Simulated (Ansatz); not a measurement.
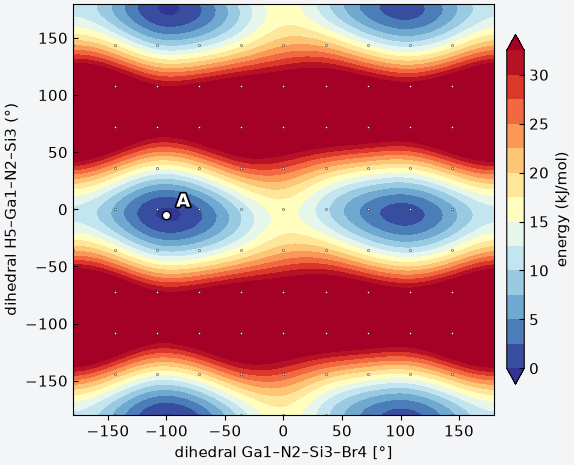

BrGaH₅NSi, SMILES [GaH2][NH][SiH2]Br. The first coordinate is: dihedral Ga1–N2–Si3–Br4; the second: dihedral H5–Ga1–N2–Si3. Nothing is relaxed (all other coordinates rigid). Grid: 10 × 10 points. Points are written as (first, second). All energies are given in kJ/mol relative to the lowest grid point. Method: RHF/def2-SVP (Ansatz 0.2.0).

The picture shows filled contours, dots at the grid points, one colour for all values above the top of the scale, the point A. Between grid points the surface is interpolated.

### Find the lowest pass out of the well at A.

The easiest path leads from the well at about (−100°, −5°) to the well at (108°, 0°), about 1.8 kJ/mol higher (on a rigid scan; wells that are mirror images or exchange like atoms can differ by this much). Its highest point lies about 12 kJ/mol above the bottom of the first well on the interpolated surface, at (−180°, 0°). Seen from the upper well the barrier is about 11 kJ/mol. The start is the relaxed structure and all else is held, so a fully relaxed path at this level can only be lower.

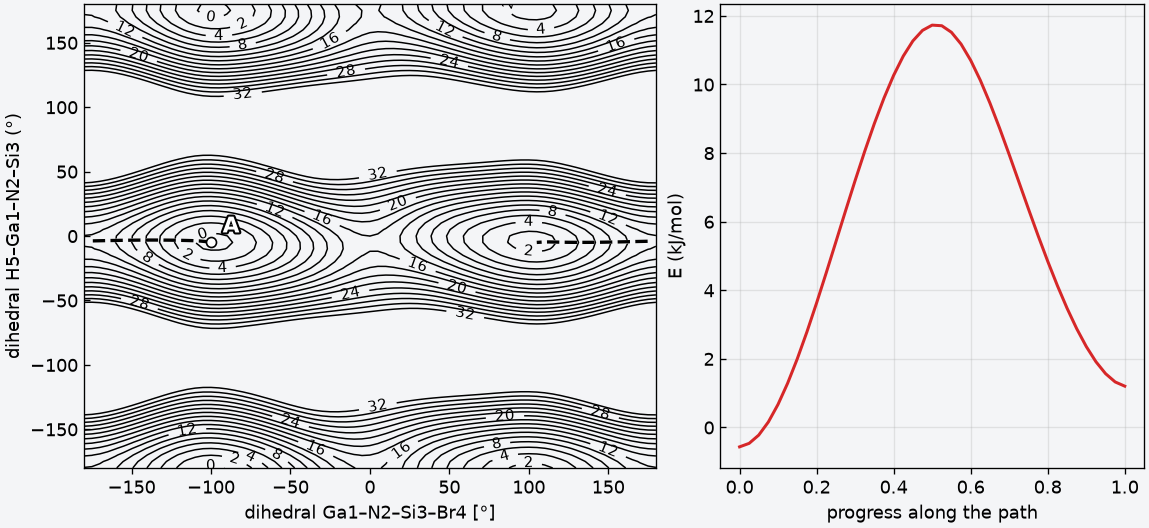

The picture shows contour lines labelled in kJ/mol (none above 32), a line along the lowest path, the energy along the path at the right. Between grid points the surface is interpolated.
